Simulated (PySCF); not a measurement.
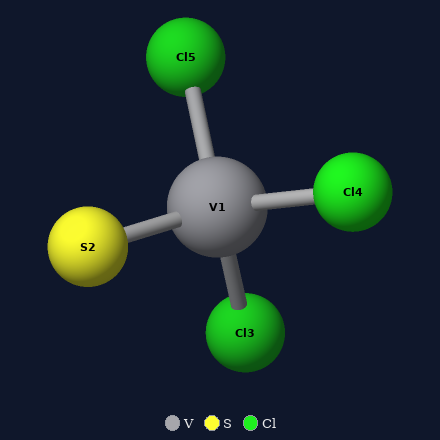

VSCl₃, SMILES [S]=[V]([Cl])([Cl])[Cl], singlet. Vertical core-electron binding energies by ΔSCF (SCAN, pcX-2 on the ionised atom (unc-x2c-TZVPall on a metal), pcseg-1 elsewhere, spin-free X2C; PySCF 2.14.0, at a PBE0-D3(BJ)/def2-SVP geometry (no frequency check)), gas phase, against the vacuum level. One atom of each kind was ionised; within a panel, areas follow the number of like atoms and 2j + 1 (2p levels are split by first-order spin-orbit coupling, an approximation), each panel is scaled alone, Gaussians of 0.6 eV full width. Only the regions named are shown.

Q: Predict the S 2p and Cl 2p photoelectron lines.

A:
| level | atoms | binding energy (eV) |
| --- | --- | --- |
| S 2p1/2 | S2 | 170.5 |
| S 2p3/2 | S2 | 169.3 |
| Cl 2p1/2 | Cl3, Cl4, Cl5 | 207.7 |
| Cl 2p3/2 | Cl3, Cl4, Cl5 | 206.0 |

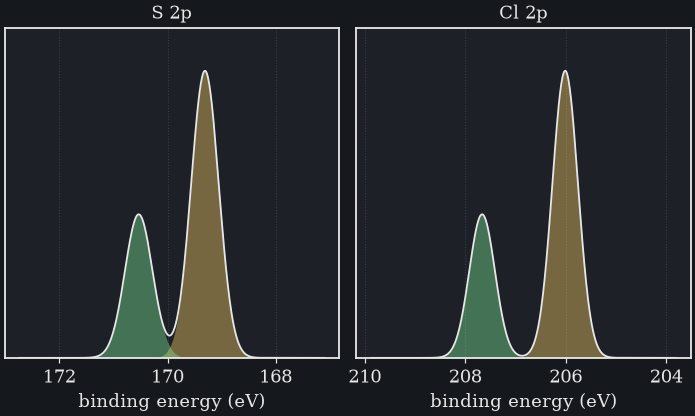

Note: metal 2p levels are good to about 1 eV.
